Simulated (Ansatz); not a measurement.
# BSiNH6Cl2O: geometry relaxation (part 1 of 2)

System: BSiNH6Cl2O.
Method: RKS revPBE/def2-SVP (Ansatz 0.2.0).

The input holds or restrains some coordinates. It belongs to a series of runs on one base structure; here: pulled along the bonds that form and break, towards end B. Figures and captions count atoms from 1; the log counts them from 0 in places.

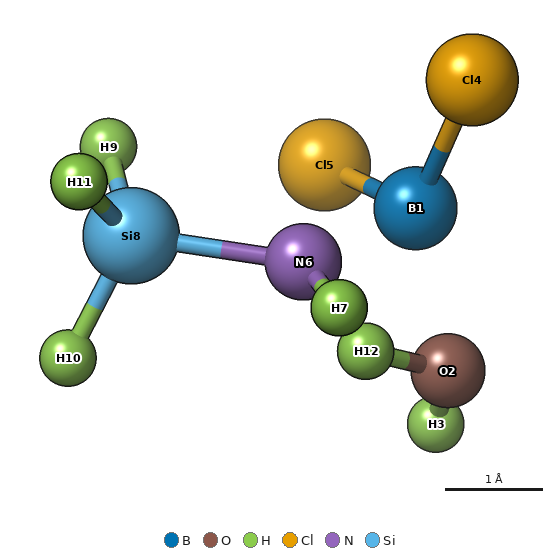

Figure 1. The structure as given in the input (ball-and-stick view, seen at a tilt; atoms are numbered from 1 in the order of the input). Bond lengths as drawn: B–Cl 1.86 Å, H–N 1.06 to 1.16 Å, H–O 1.01 to 1.14 Å, H–Si 1.46 Å and N–Si 1.82 Å.

Input
```yaml
crystal:
  periodic: [false, false, false]
  atoms:
    - { symbol: B, position_ang: [0.0, 0.0, 0.0] }
    - { symbol: O, position_ang: [0.0, 0.0, 1.76] }
    - { symbol: H, position_ang: [-0.9095, -0.2814, 2.0971] }
    - { symbol: Cl, position_ang: [1.6108, 0.0, -0.93] }
    - { symbol: Cl, position_ang: [-1.6108, 0.0, -0.93] }
    - { symbol: "N", position_ang: [0.3946, 1.7107, 0.5833] }
    - { symbol: H, position_ang: [1.1678, 1.8639, 1.292] }
    - { symbol: Si, position_ang: [-0.545, 3.1307, -0.0595] }
    - { symbol: H, position_ang: [-1.3242, 2.7137, -1.2216] }
    - { symbol: H, position_ang: [-1.4455, 3.6285, 0.9763] }
    - { symbol: H, position_ang: [0.3801, 4.1907, -0.4498] }
    - { symbol: H, position_ang: [0.2517, 1.0915, 1.5507] }
basis:
  gaussian: { orbitals: def2-SVP }
hamiltonian:
  xc: revpbe
relax:
  f_tol: 0.15
  max_steps: 25
  restrain:
    - { distance: [0, 5], at: 1.55, k: 30.0 }
    - { distance: [11, 1], at: 1.01, k: 30.0 }
    - { distance: [0, 1], at: 2.61, k: 30.0 }
    - { distance: [11, 5], at: 2.26, k: 30.0 }
output:
  orbitals: {}
```

Hardware: 4 threads of Arm Neoverse V2, 24 GiB of memory available, shared host.

Launched with:
```bash
ansatz run input.yaml --threads 4 --pin off --max-ram 5120MiB --backend cpu --events-out ev --progress --plain --runs-dir out
```

Log
```
The last accepted step is kept in [file] (removed where the run ends without a failure and the disk answers)
Engine: ansatz 0.2.0, aarch64-unknown-linux-gnu
Functional definition: revPBE
  parameter kappa = 1.245
  parameter beta = 0.06672455060314922
  exchange = pbe_x(kappa = kappa, mu = beta*pi^2/3)
  correlation = pbe_c(beta = beta)
1403 factors; their error is unknown
mean field evaluation 1: about -37202.8559 eV, gradient 7.1e1 eV
mean field evaluation 2: about -37126.4808 eV, gradient 1.7e2 eV
mean field evaluation 4: about -37212.6392 eV, gradient 1.0e1 eV
mean field evaluation 8: about -37212.9044 eV, gradient 1.9e-1 eV
mean field evaluation 16: about -37212.8185 eV, gradient 1.9e-3 eV
mean field -37212.81853561 eV, -1367.5458574293 hartree, gradient 3.7e-5 eV, S^2 0.000000; 0 other end points of the search recorded, 0 dependent functions left out
the calculation of the forces begins
reference -37212.81858276 eV, -1367.5458591621 hartree; 37, 37 occupied and 89, 89 virtual orbitals, 1403 factors
relax step   1: F+E_penalty+E_count = -37212.81853561 eV  Δ(F+E_penalty+E_count) = +0.000e0 eV  max|allowed force component| = 5.908e0 eV/Å  E_restraint = 30.67326453 eV  max|allowed force component, restraints' pulls added| = 3.179e1 eV/Å  Δτ_max = 0.0000 Å  (31 SCF iters, accepted)
  distance B 0 - N 5 = 1.8500 Å
  distance H 11 - O 1 = 1.1395 Å
  distance B 0 - O 1 = 1.7600 Å
  distance H 11 - N 5 = 1.1575 Å
these checks for a lower state are left out or cut short: starts, cluster_reference, orbital_swaps, neighbouring_geometries, increment
1403 factors; their error is unknown
mean field -37213.77439361 eV, -1367.5809845630 hartree, gradient 8.8e-6 eV, S^2 0.000000; 0 other end points of the search recorded, 0 dependent functions left out
[... from here on the field's lines of each further geometry are left out, up to the last ...]
relax step   2: F+E_penalty+E_count = -37213.77439361 eV  Δ(F+E_penalty+E_count) = -9.559e-1 eV  max|allowed force component| = 4.321e0 eV/Å  E_restraint = 14.42585286 eV  max|allowed force component, restraints' pulls added| = 2.035e1 eV/Å  Δτ_max = 0.1920 Å  (35 SCF iters, accepted)
relax step   3: F+E_penalty+E_count = -37214.39114907 eV  Δ(F+E_penalty+E_count) = -6.168e-1 eV  max|allowed force component| = 4.119e0 eV/Å  E_restraint = 4.60855634 eV  max|allowed force component, restraints' pulls added| = 1.171e1 eV/Å  Δτ_max = 0.1948 Å  (37 SCF iters, accepted)
relax step   4: F+E_penalty+E_count = -37215.29474645 eV  Δ(F+E_penalty+E_count) = -9.036e-1 eV  max|allowed force component| = 2.672e0 eV/Å  E_restraint = 0.54470315 eV  max|allowed force component, restraints' pulls added| = 4.225e0 eV/Å  Δτ_max = 0.1948 Å  (35 SCF iters, accepted)
relax step   5: F+E_penalty+E_count = -37216.11534745 eV  Δ(F+E_penalty+E_count) = -8.206e-1 eV  max|allowed force component| = 2.078e0 eV/Å  E_restraint = 0.04543231 eV  max|allowed force component, restraints' pulls added| = 1.700e0 eV/Å  Δτ_max = 0.1946 Å  (34 SCF iters, accepted)
relax step   6: F+E_penalty+E_count = -37216.34202658 eV  Δ(F+E_penalty+E_count) = -2.267e-1 eV  max|allowed force component| = 2.290e0 eV/Å  E_restraint = 0.04212171 eV  max|allowed force component, restraints' pulls added| = 9.121e-1 eV/Å  Δτ_max = 0.2000 Å  (30 SCF iters, accepted)
relax step   7: F+E_penalty+E_count = -37216.47780796 eV  Δ(F+E_penalty+E_count) = -1.358e-1 eV  max|allowed force component| = 1.836e0 eV/Å  E_restraint = 0.03956919 eV  max|allowed force component, restraints' pulls added| = 1.094e0 eV/Å  Δτ_max = 0.1949 Å  (30 SCF iters, accepted)
relax step   8: F+E_penalty+E_count = -37216.57163201 eV  Δ(F+E_penalty+E_count) = -9.382e-2 eV  max|allowed force component| = 1.808e0 eV/Å  E_restraint = 0.04926238 eV  max|allowed force component, restraints' pulls added| = 3.040e-1 eV/Å  Δτ_max = 0.2000 Å  (28 SCF iters, accepted)
relax step   9: F+E_penalty+E_count = -37216.60516646 eV  Δ(F+E_penalty+E_count) = -3.353e-2 eV  max|allowed force component| = 1.706e0 eV/Å  E_restraint = 0.05440766 eV  max|allowed force component, restraints' pulls added| = 1.108e-1 eV/Å  Δτ_max = 0.2000 Å  (29 SCF iters, accepted)
relax step  10: F+E_penalty+E_count = -37216.61463219 eV  Δ(F+E_penalty+E_count) = -9.466e-3 eV  max|allowed force component| = 1.732e0 eV/Å  E_restraint = 0.05659843 eV  max|allowed force component, restraints' pulls added| = 2.245e-1 eV/Å  Δτ_max = 0.1951 Å  (29 SCF iters, accepted)
relax step  11: F+E_penalty+E_count = -37216.61214983 eV  Δ(F+E_penalty+E_count) = +2.482e-3 eV  max|allowed force component| = 1.599e0 eV/Å  E_restraint = 0.05414834 eV  max|allowed force component, restraints' pulls added| = 3.405e-1 eV/Å  Δτ_max = 0.0836 Å  (29 SCF iters, rejected (line search))
the calculation of the forces begins
reference -37216.62385020 eV, -1367.6857001611 hartree; 37, 37 occupied and 89, 89 virtual orbitals, 1403 factors
relax step  12: F+E_penalty+E_count = -37216.62380349 eV  Δ(F+E_penalty+E_count) = -9.171e-3 eV  max|allowed force component| = 1.676e0 eV/Å  E_restraint = 0.05640690 eV  max|allowed force component, restraints' pulls added| = 9.396e-2 eV/Å  Δτ_max = 0.0411 Å  (30 SCF iters, accepted)
```

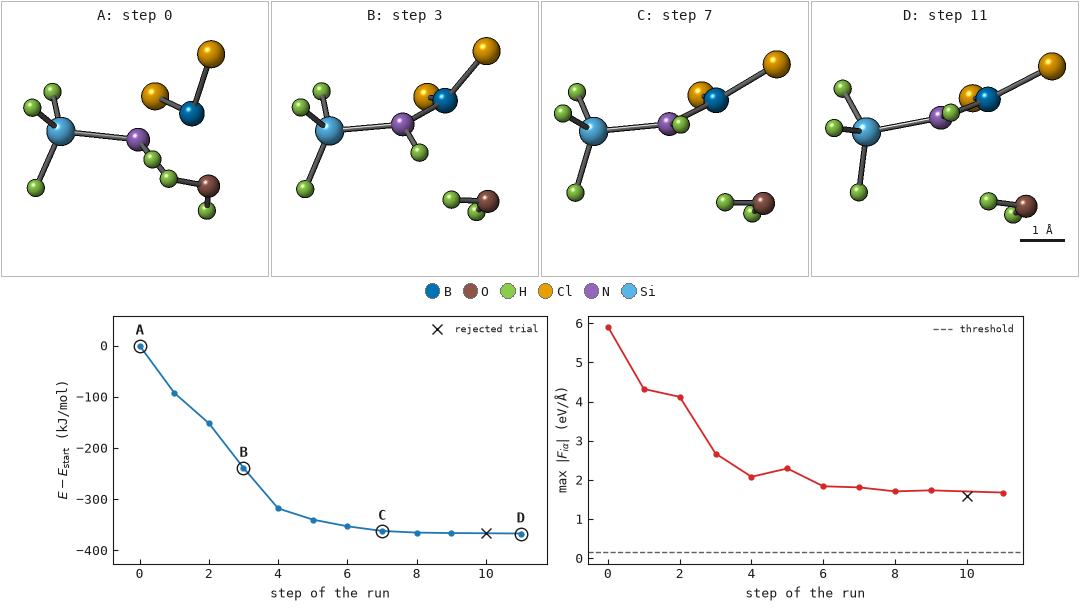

Figure 2. Frames of the restrained relaxation (ball-and-stick view, seen at a tilt) above the curves, on which the letters mark them (the first geometry is step 0 here and step 1 in the log).

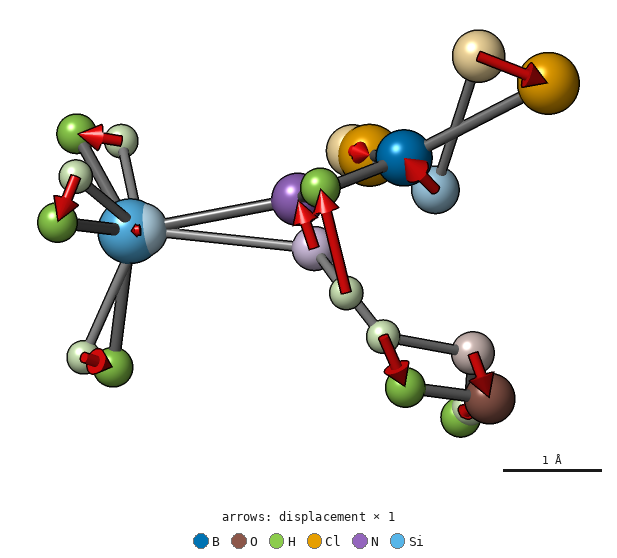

Figure 3. Start (faint) and end (solid) with the displacements as red arrows, at true length (ball-and-stick view, seen at a tilt). The two geometries are laid on each other by the best rigid fit. The largest move after the best rigid fit is that of H7, 1.11 Å. By element the largest moves are H 1.11 Å, Cl 0.79 Å, B 0.57 Å, N 0.53 Å, O 0.50 Å, Si 0.11 Å. Among the contacts that change: N6–H12 1.157 → 2.260 Å, B1–N6 1.850 → 1.492 Å, O2–H12 1.140 → 0.992 Å, B1–Cl4 1.860 → 1.777 Å. Bonds break: N6–H12 (1.16 → 2.26 Å). Among the angles that change: H3–O2–H12 121.8° → 102.1°, H7–N6–Si8 120.0° → 116.4°, N6–Si8–H11 109.5° → 105.9°. The energy falls by 367.2 kJ/mol in 11 geometry steps. The largest force component goes from 5.9 to 1.7 eV/Å. The line search rejected the trial step at point 10 (counted from 0) and went back. (Atoms are counted from 1 in the order of the input.)

```
  distance B 0 - N 5 = 1.4915 Å
  distance H 11 - O 1 = 0.9917 Å
  distance B 0 - O 1 = 2.6118 Å
  distance H 11 - N 5 = 2.2600 Å
1403 factors; their error is unknown
mean field -37216.62380349 eV, -1367.6856984447 hartree, gradient 2.3e-5 eV, S^2 0.000000; 1 other end points of the search recorded, 0 dependent functions left out
the calculation of the forces begins
reference -37216.62385020 eV, -1367.6857001611 hartree; 37, 37 occupied and 89, 89 virtual orbitals, 1403 factors
Total energy: -37216.62385020 eV, -1367.6857001611 hartree
Atom 0 at     0.262953     0.407130    -0.305522 Å, force     0.382258     1.675653     0.331891 eV/Å
Atom 1 at    -0.087261    -0.129276     2.226528 Å, force     0.022599     0.562195    -0.011195 eV/Å
Atom 2 at    -1.051933    -0.259407     2.144979 Å, force     0.019816     0.003736     0.007817 eV/Å
Atom 3 at     1.633681    -0.690673    -0.576328 Å, force    -0.069625     0.047866     0.015295 eV/Å
Atom 4 at    -1.389918    -0.073817    -0.791734 Å, force    -0.006643     0.011440     0.009052 eV/Å
Atom 5 at     0.501743     1.831019     0.068797 Å, force    -0.278364    -1.598033    -0.508253 eV/Å
Atom 6 at     1.489424     2.063045     0.225826 Å, force    -0.040527    -0.022383    -0.017417 eV/Å
Atom 7 at    -0.625880     3.209231    -0.071975 Å, force     0.006498    -0.005354     0.043579 eV/Å
Atom 8 at    -1.408496     3.157650    -1.352599 Å, force     0.028660     0.016592     0.016624 eV/Å
Atom 9 at    -1.591490     3.243377     1.089856 Å, force     0.037164    -0.013429    -0.069110 eV/Å
Atom 10 at     0.229252     4.450189    -0.028260 Å, force    -0.042391    -0.065981     0.009786 eV/Å
Atom 11 at     0.007925     0.839831     2.038932 Å, force    -0.059445    -0.612303     0.171931 eV/Å
Dipole moment:    -0.093961     0.506208     0.091836 e Å
```

Trajectory as extended XYZ (Å, eV, eV/Å), 12 frames, from step=1 to step=12
```
12
Properties=species:S:1:pos:R:3:forces:R:3 step=1 energy=-37212.81854
B     0.0000    0.0000    0.0000    1.5487   4.2863   1.3597
O     0.0000    0.0000    1.7600   -1.8388  -5.9082   0.1132
H    -0.9095   -0.2814    2.0971    1.2537   0.3953  -0.2989
Cl    1.6108    0.0000   -0.9300   -0.4953  -2.2047  -0.0913
Cl   -1.6108    0.0000   -0.9300    1.1851  -0.7224   1.1136
N     0.3946    1.7107    0.5833   -0.5591   3.0688  -1.3086
H     1.1678    1.8639    1.2920    0.8188   0.7477  -2.0623
Si   -0.5450    3.1307   -0.0595    1.1414  -1.0197   0.8432
H    -1.3242    2.7137   -1.2216   -0.2948  -0.2034  -0.5374
H    -1.4455    3.6285    0.9763   -0.6354   0.4339   0.5811
H     0.3801    4.1907   -0.4498    0.4977   0.7035  -0.2015
H     0.2517    1.0915    1.5507   -2.6221   0.4229   0.4892
12
Properties=species:S:1:pos:R:3:forces:R:3 step=2 energy=-37213.77439
B     0.0314    0.1336   -0.1131    1.6083   4.3205   0.9662
O     0.0024   -0.0546    1.9239    0.6629  -1.1080  -0.9735
H    -0.9250   -0.2944    2.1117   -0.1260   0.4875   0.1562
Cl    1.6298   -0.0346   -0.9516   -0.2821  -2.1260  -0.2771
Cl   -1.6064   -0.0096   -0.9257    1.1164  -0.5785   0.8836
N     0.4190    1.7489    0.4439   -0.6885  -0.4058   1.2480
H     1.1630    1.8748    1.2368   -0.6343   0.0526  -2.3773
Si   -0.5450    3.1429   -0.0648    0.6186  -0.4940   0.2862
H    -1.3279    2.7127   -1.2284   -0.3130  -0.0298  -0.4590
H    -1.4526    3.6332    0.9836   -0.5014   0.3621   0.4820
H     0.3867    4.2023   -0.4531    0.3833   0.7670  -0.1653
H     0.1947    0.9930    1.7053   -1.8441  -1.2475   0.2298
12
Properties=species:S:1:pos:R:3:forces:R:3 step=3 energy=-37214.39115
B     0.0616    0.2596   -0.2248    1.2913   4.1191   0.6672
O     0.0155   -0.0825    2.0475    0.6521  -0.6985  -0.3181
H    -0.9324   -0.2859    2.1154   -0.2543   0.4131   0.1286
Cl    1.6353   -0.0632   -0.9608    0.2723  -2.2668  -0.6240
Cl   -1.5952   -0.0164   -0.9170    1.0025  -0.4521   0.6234
N     0.4422    1.7699    0.3078   -0.0789  -1.5147   2.7214
H     1.1392    1.8672    1.2014   -1.3861  -0.1929  -3.1004
Si   -0.5436    3.1442   -0.0674   -0.0090   0.2645  -0.2317
H    -1.3326    2.7136   -1.2336   -0.3418   0.1107  -0.4048
H    -1.4574    3.6366    0.9888   -0.3534   0.2289   0.4320
H     0.3895    4.2116   -0.4550    0.2688   0.7335  -0.0899
H     0.1479    0.8937    1.8662   -1.0634  -0.7448   0.1963
```
